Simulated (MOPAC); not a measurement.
**Geometry relaxation, with input and output: Si$_{2}$H$_{4}$BrClO (part 1 of 3)**

The run: geometry relaxation of Si$_{2}$H$_{4}$BrClO. Method and program: MNDOD, closed shell (MOPAC 23.2.5).

The atoms were displaced at random from an optimised geometry.

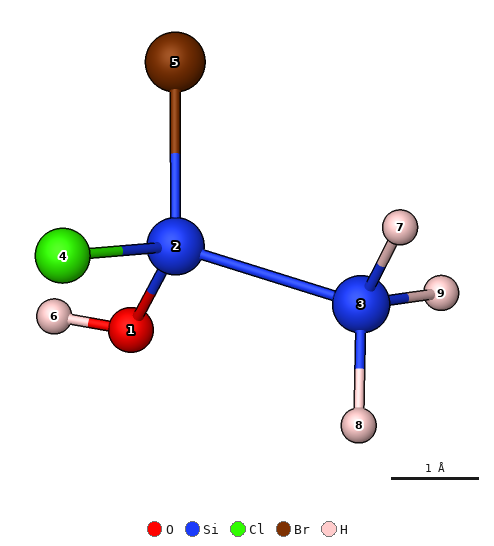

The starting structure (ball-and-stick view, seen at an oblique angle; atoms are numbered from 1 in the order of the input). Bond lengths as drawn: Br–Si 2.22 Å, Cl–Si 2.08 Å, H–O 0.97 Å, H–Si 1.47 to 1.49 Å, O–Si 1.61 Å and Si–Si 2.33 Å.

The input (mol.mop)
```
PRECISE MULLIK CHARGE=0 DISP CYCLES=300 GNORM=0.01 MNDOD THREADS=1 AUX(PRECISION=6)
BrClH4OSi2, MNDOD

O     -1.873091 1    -0.437813 1     0.145954 1
Si    -0.524444 1     0.359022 1     0.505976 1
Si     1.226045 1    -0.482237 1    -0.781864 1
Cl    -0.082283 1     0.133049 1     2.524915 1
Br    -0.780376 1     2.534957 1     0.170610 1
H     -2.688530 1    -0.198193 1     0.611517 1
H      2.457572 1     0.249641 1    -0.427730 1
H      1.404656 1    -1.917267 1    -0.514916 1
H      0.903265 1    -0.266991 1    -2.225259 1
```

Run on 1 thread of Intel Xeon (Granite Rapids), 192 GiB of memory available, shared host.

Command:
```bash
mopac mol.mop
```

The program's output
```
MOPAC v23.2.5
MNDOD CALCULATION RESULTS

 *  MNDOD      - The MNDOD Hamiltonian to be used
 *
 *
 *
 *                 CHARGE ON SYSTEM = 0
 *
 *
 *
 *  PRECISE    - TIGHTER CRITERIA TO BE USED
 *  THREADS=1  - MULTI-THREADING NOT USED
 *  CYCLES=    - DO A MAXIMUM OF 300 STEPS
 *  GNORM      - EXIT WHEN GRADIENT NORM DROPS BELOW 0.010
 *  AUX        - OUTPUT AUXILIARY INFORMATION
 *  DISP       - PRINT DISPERSION AND HYDROGEN BOND ENERGIES
 *  MULLIK     - THE MULLIKEN ANALYSIS TO BE PERFORMED
PRECISE MULLIK CHARGE=0 DISP CYCLES=300 GNORM=0.01 MNDOD THREADS=1 AUX(PRECISION=6)
 BrClH4OSi2, MNDOD

   ATOM   CHEMICAL          X               Y               Z
  NUMBER   SYMBOL      (ANGSTROMS)     (ANGSTROMS)     (ANGSTROMS)

     1       O         -1.87309100  *  -0.43781300  *   0.14595400  *
     2      Si         -0.52444400  *   0.35902200  *   0.50597600  *
     3      Si          1.22604500  *  -0.48223700  *  -0.78186400  *
     4      Cl         -0.08228300  *   0.13304900  *   2.52491500  *
     5      Br         -0.78037600  *   2.53495700  *   0.17061000  *
     6       H         -2.68853000  *  -0.19819300  *   0.61151700  *
     7       H          2.45757200  *   0.24964100  *  -0.42773000  *
     8       H          1.40465600  *  -1.91726700  *  -0.51491600  *
     9       H          0.90326500  *  -0.26699100  *  -2.22525900  *

          CARTESIAN COORDINATES

    NO.       ATOM           X           Y           Z

     1         O         -1.8731     -0.4378      0.1460
     2        Si         -0.5244      0.3590      0.5060
     3        Si          1.2260     -0.4822     -0.7819
     4        Cl         -0.0823      0.1330      2.5249
     5        Br         -0.7804      2.5350      0.1706
     6         H         -2.6885     -0.1982      0.6115
     7         H          2.4576      0.2496     -0.4277
     8         H          1.4047     -1.9173     -0.5149
     9         H          0.9033     -0.2670     -2.2253

           Empirical Formula: H4 O Si2 Cl Br  =     9 atoms

      MOLECULAR POINT GROUP   :   C1

      RHF CALCULATION, NO. OF DOUBLY OCCUPIED LEVELS = 16

          Geometry optimization using EF

          DIAGONAL MATRIX USED AS START HESSIAN
```

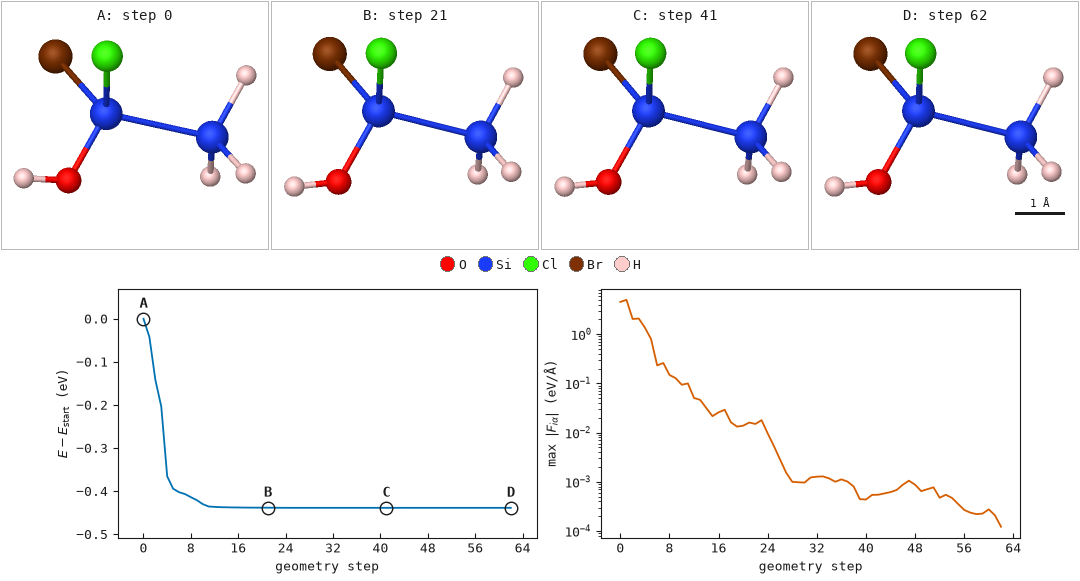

Frames of the relaxation (ball-and-stick view, seen at a tilt) above the curves, on which the letters mark them (steps are counted from 0).

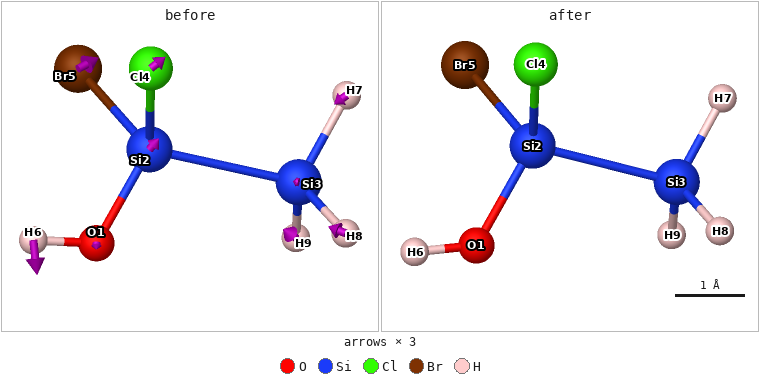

Before (left) and after (right) the relaxation, at one scale (ball-and-stick view, seen at a tilt). The pink arrows give the displacements, magnified 3 times. The atom that moves furthest after the best rigid fit is H6 (0.17 Å). By element the largest moves are H 0.17 Å, Br 0.13 Å, Cl 0.09 Å, Si 0.07 Å, O 0.04 Å. Among the contacts that change: O1–Si2 1.607 → 1.703 Å, Si3–H9 1.495 → 1.414 Å, Si3–H7 1.476 → 1.416 Å, Si3–H8 1.471 → 1.415 Å. Among the angles that change: Si2–O1–H6 118.4° → 126.6°, Si3–Si2–Br5 110.9° → 108.4°. Over 62 geometry steps the energy falls by 0.439 eV. Largest force component: 4.5 eV/Å at the start, 0.00012 eV/Å at the end. (Atoms are counted from 1 in the order of the input.)

```
 CYCLE:     1 TIME:   0.004 TIME LEFT:  2.00D  GRAD.:   164.253 HEAT: -105.8339
 CYCLE:     2 TIME:   0.008 TIME LEFT:  2.00D  GRAD.:   167.300 HEAT: -106.8164
 CYCLE:     3 TIME:   0.004 TIME LEFT:  2.00D  GRAD.:   112.236 HEAT: -109.0988
 CYCLE:     4 TIME:   0.004 TIME LEFT:  2.00D  GRAD.:   105.959 HEAT: -110.5289
 CYCLE:     5 TIME:   0.008 TIME LEFT:  2.00D  GRAD.:    43.337 HEAT: -114.2636
 CYCLE:     6 TIME:   0.008 TIME LEFT:  2.00D  GRAD.:    26.295 HEAT: -114.9254
 CYCLE:     7 TIME:   0.004 TIME LEFT:  2.00D  GRAD.:    15.408 HEAT: -115.1135
 CYCLE:     8 TIME:   0.012 TIME LEFT:  2.00D  GRAD.:    13.749 HEAT: -115.2121
 CYCLE:     9 TIME:   0.004 TIME LEFT:  2.00D  GRAD.:     8.756 HEAT: -115.3797
 CYCLE:    10 TIME:   0.004 TIME LEFT:  2.00D  GRAD.:     6.563 HEAT: -115.5378
 CYCLE:    11 TIME:   0.004 TIME LEFT:  2.00D  GRAD.:     5.734 HEAT: -115.7501
 CYCLE:    12 TIME:   0.004 TIME LEFT:  2.00D  GRAD.:     4.750 HEAT: -115.8782
 CYCLE:    13 TIME:   0.004 TIME LEFT:  2.00D  GRAD.:     2.868 HEAT: -115.8978
 CYCLE:    14 TIME:   0.008 TIME LEFT:  2.00D  GRAD.:     2.480 HEAT: -115.9144
 CYCLE:    15 TIME:   0.004 TIME LEFT:  2.00D  GRAD.:     1.872 HEAT: -115.9215
 CYCLE:    16 TIME:   0.004 TIME LEFT:  2.00D  GRAD.:     1.281 HEAT: -115.9272
 CYCLE:    17 TIME:   0.004 TIME LEFT:  2.00D  GRAD.:     1.378 HEAT: -115.9308
 CYCLE:    18 TIME:   0.004 TIME LEFT:  2.00D  GRAD.:     1.409 HEAT: -115.9354
 CYCLE:    19 TIME:   0.008 TIME LEFT:  2.00D  GRAD.:     0.948 HEAT: -115.9377
 CYCLE:    20 TIME:   0.004 TIME LEFT:  2.00D  GRAD.:     0.736 HEAT: -115.9393
 CYCLE:    21 TIME:   0.004 TIME LEFT:  2.00D  GRAD.:     0.740 HEAT: -115.9401
 CYCLE:    22 TIME:   0.004 TIME LEFT:  2.00D  GRAD.:     0.887 HEAT: -115.9424
 CYCLE:    23 TIME:   0.004 TIME LEFT:  2.00D  GRAD.:     0.741 HEAT: -115.9434
 CYCLE:    24 TIME:   0.008 TIME LEFT:  2.00D  GRAD.:     1.000 HEAT: -115.9474
 CYCLE:    25 TIME:   0.004 TIME LEFT:  2.00D  GRAD.:     0.490 HEAT: -115.9483
 CYCLE:    26 TIME:   0.004 TIME LEFT:  2.00D  GRAD.:     0.282 HEAT: -115.9487
 CYCLE:    27 TIME:   0.004 TIME LEFT:  2.00D  GRAD.:     0.143 HEAT: -115.9488
 CYCLE:    28 TIME:   0.004 TIME LEFT:  2.00D  GRAD.:     0.091 HEAT: -115.9489
 CYCLE:    29 TIME:   0.008 TIME LEFT:  2.00D  GRAD.:     0.058 HEAT: -115.9489
 CYCLE:    30 TIME:   0.004 TIME LEFT:  2.00D  GRAD.:     0.052 HEAT: -115.9489
 CYCLE:    31 TIME:   0.004 TIME LEFT:  2.00D  GRAD.:     0.052 HEAT: -115.9489
 CYCLE:    32 TIME:   0.004 TIME LEFT:  2.00D  GRAD.:     0.067 HEAT: -115.9489
 CYCLE:    33 TIME:   0.004 TIME LEFT:  2.00D  GRAD.:     0.065 HEAT: -115.9489
 CYCLE:    34 TIME:   0.004 TIME LEFT:  2.00D  GRAD.:     0.067 HEAT: -115.9489
 CYCLE:    35 TIME:   0.004 TIME LEFT:  2.00D  GRAD.:     0.063 HEAT: -115.9490
 CYCLE:    36 TIME:   0.004 TIME LEFT:  2.00D  GRAD.:     0.057 HEAT: -115.9490
 CYCLE:    37 TIME:   0.004 TIME LEFT:  2.00D  GRAD.:     0.053 HEAT: -115.9490
 CYCLE:    38 TIME:   0.008 TIME LEFT:  2.00D  GRAD.:     0.051 HEAT: -115.9490
 CYCLE:    39 TIME:   0.004 TIME LEFT:  2.00D  GRAD.:     0.038 HEAT: -115.9490
 CYCLE:    40 TIME:   0.004 TIME LEFT:  2.00D  GRAD.:     0.023 HEAT: -115.9490
 CYCLE:    41 TIME:   0.004 TIME LEFT:  2.00D  GRAD.:     0.023 HEAT: -115.9490
 CYCLE:    42 TIME:   0.004 TIME LEFT:  2.00D  GRAD.:     0.030 HEAT: -115.9490
 CYCLE:    43 TIME:   0.004 TIME LEFT:  2.00D  GRAD.:     0.029 HEAT: -115.9490
 CYCLE:    44 TIME:   0.004 TIME LEFT:  2.00D  GRAD.:     0.026 HEAT: -115.9490
 CYCLE:    45 TIME:   0.004 TIME LEFT:  2.00D  GRAD.:     0.028 HEAT: -115.9490
 CYCLE:    46 TIME:   0.008 TIME LEFT:  2.00D  GRAD.:     0.031 HEAT: -115.9490
 CYCLE:    47 TIME:   0.004 TIME LEFT:  2.00D  GRAD.:     0.036 HEAT: -115.9491
 CYCLE:    48 TIME:   0.004 TIME LEFT:  2.00D  GRAD.:     0.042 HEAT: -115.9491
 CYCLE:    49 TIME:   0.004 TIME LEFT:  2.00D  GRAD.:     0.030 HEAT: -115.9491
 CYCLE:    50 TIME:   0.004 TIME LEFT:  2.00D  GRAD.:     0.020 HEAT: -115.9491
 CYCLE:    51 TIME:   0.004 TIME LEFT:  2.00D  GRAD.:     0.021 HEAT: -115.9491
 CYCLE:    52 TIME:   0.008 TIME LEFT:  2.00D  GRAD.:     0.028 HEAT: -115.9491
 CYCLE:    53 TIME:   0.004 TIME LEFT:  2.00D  GRAD.:     0.015 HEAT: -115.9491
 CYCLE:    54 TIME:   0.004 TIME LEFT:  2.00D  GRAD.:     0.017 HEAT: -115.9491
 CYCLE:    55 TIME:   0.004 TIME LEFT:  2.00D  GRAD.:     0.017 HEAT: -115.9491
 CYCLE:    56 TIME:   0.004 TIME LEFT:  2.00D  GRAD.:     0.012 HEAT: -115.9491
 CYCLE:    57 TIME:   0.004 TIME LEFT:  2.00D  GRAD.:     0.013 HEAT: -115.9491
 CYCLE:    58 TIME:   0.004 TIME LEFT:  2.00D  GRAD.:     0.011 HEAT: -115.9491
 CYCLE:    59 TIME:   0.004 TIME LEFT:  2.00D  GRAD.:     0.010 HEAT: -115.9491
 CYCLE:    60 TIME:   0.004 TIME LEFT:  2.00D  GRAD.:     0.011 HEAT: -115.9491
 CYCLE:    61 TIME:   0.004 TIME LEFT:  2.00D  GRAD.:     0.015 HEAT: -115.9491
 CYCLE:    62 TIME:   0.008 TIME LEFT:  2.00D  GRAD.:     0.011 HEAT: -115.9491
 CYCLE:    63 TIME:   0.004 TIME LEFT:  2.00D  GRAD.:     0.007 HEAT: -115.9491

     GRADIENT =  0.00680 IS LESS THAN CUTOFF =  0.01000

 -------------------------------------------------------------------------------
 PRECISE MULLIK CHARGE=0 DISP CYCLES=300 GNORM=0.01 MNDOD THREADS=1 AUX(PRECISION=6)
 BrClH4OSi2, MNDOD

     GEOMETRY OPTIMISED USING EIGENVECTOR FOLLOWING (EF).
     SCF FIELD WAS ACHIEVED

                              MNDOD CALCULATION

          FINAL HEAT OF FORMATION =       -115.94909 KCAL/MOL =    -485.13100 KJ/MOL

          TOTAL ENERGY            =     -24641.16864 KCAL/MOL = ELECTRONIC ENERGY + CORE-CORE REPULSION
          ENERGY OF ATOMS         =      24525.21955 KCAL/MOL
                              SUM =       -115.94909 KCAL/MOL
          DISPERSION ENERGY       =          0.00000 KCAL/MOL
                              SUM =       -115.94909 KCAL/MOL = FINAL HEAT OF FORMATION

          TOTAL ENERGY            =      -1068.52125 EV
          ELECTRONIC ENERGY       =      -3091.75793 EV
          CORE-CORE REPULSION     =       2023.23668 EV
          COSMO AREA              =        161.33 SQUARE ANGSTROMS
          COSMO VOLUME            =        162.75 CUBIC ANGSTROMS

          GRADIENT NORM           =          0.00680          =       0.00227 PER ATOM
          IONIZATION POTENTIAL    =         10.995847 EV
          HOMO LUMO ENERGIES (EV) =        -10.996 -0.647
          NO. OF FILLED LEVELS    =         16
          MOLECULAR WEIGHT        =        191.5590         POINT GROUP:  C1

          MOLECULAR DIMENSIONS (Angstroms)

            Atom       Atom       Distance
            H     7    H     6     5.24821
            H     8   Br     5     4.61356
           Cl     4    H     9     4.40445

          SCF CALCULATIONS        =         66

          WALL-CLOCK TIME         =      0.301 SECONDS
          COMPUTATION TIME        =      0.301 SECONDS

   ATOM   CHEMICAL          X               Y               Z
  NUMBER   SYMBOL      (ANGSTROMS)     (ANGSTROMS)     (ANGSTROMS)

     1       O         -1.91548708  *  -0.50322164  *   0.12101119  *
     2      Si         -0.50346350  *   0.35073725  *   0.54032351  *
     3      Si          1.18448334  *  -0.44097871  *  -0.76866868  *
     4      Cl         -0.04999476  *   0.12295956  *   2.54056716  *
     5      Br         -0.73577043  *   2.55148997  *   0.14287362  *
     6       H         -2.78352264  *  -0.36820159  *   0.47693835  *
     7       H          2.34863904  *   0.28028522  *  -0.40852134  *
     8       H          1.34744128  *  -1.82027149  *  -0.49589761  *
     9       H          0.85330742  *  -0.22544670  *  -2.12636878  *

                             CARTESIAN COORDINATES

   1    O       -1.915487083    -0.503221644     0.121011195
   2   Si       -0.503463496     0.350737252     0.540323511
   3   Si        1.184483336    -0.440978710    -0.768668684
   4   Cl       -0.049994761     0.122959565     2.540567155
   5   Br       -0.735770430     2.551489972     0.142873624
   6    H       -2.783522641    -0.368201586     0.476938348
   7    H        2.348639039     0.280285215    -0.408521341
   8    H        1.347441275    -1.820271493    -0.495897613
   9    H        0.853307419    -0.225446698    -2.126368782

           Empirical Formula: H4 O Si2 Cl Br  =     9 atoms

      MOLECULAR POINT GROUP   :   C1

                  EIGENVALUES
 -41.50802 -22.13499 -20.63991 -20.00674 -19.59367 -16.03760 -15.17697 -14.94247
 -14.20984 -14.15469 -13.42033 -13.08023 -12.44847 -11.57276 -11.08706 -10.99585
  -0.64696   0.31024   0.69192   1.21665   1.92713   2.38011   2.51946   5.31593
  10.67412  11.04647  11.52070  11.83409  11.99812  12.33153  12.77124  13.22699
  13.40948  14.06825  19.17053  19.23184  19.29992  19.48406  19.48598  35.41490
  35.45737  35.51369  35.81867  35.82155

              NET ATOMIC CHARGES AND DIPOLE CONTRIBUTIONS

  ATOM NO.   TYPE          CHARGE      No. of ELECS.   s-Pop       p-Pop       d-Pop
    1          O          -0.387979        6.3880     1.74148     4.64650
    2         Si           0.279410        3.7206     1.12855     2.06883     0.52321
    3         Si           0.846478        3.1535     1.06872     1.91597     0.16883
    4         Cl          -0.118093        7.1181     1.94765     5.14698     0.02346
    5         Br          -0.191979        7.1920     1.94132     5.23946     0.01120
    6          H           0.258649        0.7414     0.74135
    7          H          -0.228954        1.2290     1.22895
    8          H          -0.230511        1.2305     1.23051
    9          H          -0.227020        1.2270     1.22702
 DIPOLE           X         Y         Z       TOTAL
 POINT-CHG.    -0.047    -1.311    -0.289     1.344
 HYBRID        -0.803     0.013     0.432     0.912
 SUM           -0.850    -1.298     0.143     1.558

          ATOMIC ORBITAL ELECTRON POPULATIONS

     Atom    s        px        py        pz      x^2-y^2     xz        z^2       yz        xy
    1  O   1.74148   1.20972   1.71090   1.72588
    2 Si   1.12855   0.73688   0.62990   0.70205   0.09483   0.13021   0.08203   0.11123   0.10491
    3 Si   1.06872   0.64295   0.63160   0.64142   0.03838   0.03335   0.04754   0.01708   0.03248
    4 Cl   1.94765   1.86782   1.88189   1.39727   0.00111   0.00621   0.00978   0.00545   0.00091
    5 Br   1.94132   1.91871   1.41165   1.90909   0.00398   0.00034   0.00175   0.00263   0.00251
    6  H   0.74135
    7  H   1.22895
    8  H   1.23051
    9  H   1.22702

           MULLIKEN POPULATION ANALYSIS

        MULLIKEN POPULATIONS AND CHARGES

      NO.  ATOM   POPULATION      CHARGE
        1    O     6.627357     -0.627357
        2   Si     2.841758      1.158242
        3   Si     2.568309      1.431691
        4   Cl     7.363941     -0.363941
        5   Br     7.527428     -0.527428
        6    H     0.737242      0.262758
        7    H     1.446080     -0.446080
        8    H     1.445281     -0.445281
        9    H     1.442604     -0.442604

 *                    *
 * JOB ENDED NORMALLY *
 *                    *

 TOTAL JOB TIME:             0.30 SECONDS

 == MOPAC DONE ==
```

Trajectory as extended XYZ (Å, eV, eV/Å), 51 of the 63 frames kept, from step=0 to step=62
```
9
Properties=species:S:1:pos:R:3:forces:R:3 step=0 energy=-4.58939
O    -1.8731   -0.4378    0.1460   -4.2953  -1.6400  -0.3258
Si   -0.5244    0.3590    0.5060    4.5436   1.2748   0.7709
Si    1.2260   -0.4822   -0.7819    0.4711   0.0003  -0.6987
Cl   -0.0823    0.1330    2.5249    0.1340  -0.0080  -0.0391
Br   -0.7804    2.5350    0.1706    0.0615   0.6530  -0.1773
H    -2.6885   -0.1982    0.6115    0.0437  -0.6122  -0.5950
H     2.4576    0.2496   -0.4277   -1.0096  -0.5377  -0.2292
H     1.4047   -1.9173   -0.5149   -0.2148   1.0638  -0.1328
H     0.9033   -0.2670   -2.2253    0.2660  -0.1940   1.4271
9
Properties=species:S:1:pos:R:3:forces:R:3 step=1 energy=-4.63200
O    -1.9645   -0.4979    0.1221    4.9970   0.5800  -0.7571
Si   -0.4395    0.3991    0.5606   -1.7777  -1.9311  -1.8363
Si    1.2301   -0.4917   -0.8154    0.4170   0.2237   1.5809
Cl   -0.0905    0.1260    2.5290    0.2540  -0.1133   0.8084
Br   -0.7842    2.5502    0.1618    0.0545   0.3767  -0.1120
H    -2.6890   -0.2200    0.5707   -2.9752   0.7097   1.4315
H     2.4363    0.2282   -0.4393   -0.6075  -0.3317  -0.2041
H     1.3989   -1.8813   -0.5211   -0.1302   0.3455  -0.0497
H     0.9081   -0.2756   -2.1287   -0.2319   0.1404  -0.8616
9
Properties=species:S:1:pos:R:3:forces:R:3 step=2 energy=-4.73097
O    -1.9375   -0.5006    0.1007   -0.3845   1.9132   2.0408
Si   -0.4385    0.3673    0.4787   -1.7723  -0.7363   1.2371
Si    1.2218   -0.4953   -0.7820    0.5229   0.3688  -0.2632
Cl   -0.0820    0.1236    2.5762   -0.0956   0.1402  -1.4945
Br   -0.7897    2.5724    0.1660    0.2026  -0.3688  -0.0394
H    -2.7292   -0.2081    0.6552    1.9162  -0.9898  -1.6345
H     2.4190    0.2089   -0.4772   -0.1490  -0.0132   0.1099
H     1.3922   -1.8588   -0.5378   -0.0823  -0.3553   0.1995
H     0.9022   -0.2765   -2.1346   -0.1580   0.0412  -0.1558
```
